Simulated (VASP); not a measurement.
Energy against volume of CsPbCl$_{3}$ (cubic perovskite). Computed with PBEsol GGA, VASP's PBE PAW potentials (set 64) (plane waves; VASP).

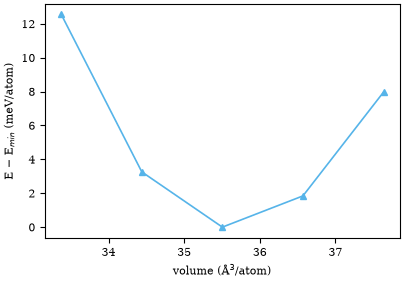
*Energy against volume*

### Question
Estimate the equilibrium volume and the bulk modulus.

### Answer
The minimum lies near 35.6 Å³/atom, and the curvature gives B0 of about 25 GPa.

The compound is CsPbCl3 in the cubic perovskite structure, the ideal cubic form; the compound distorts at low or room temperature. It was relaxed first.
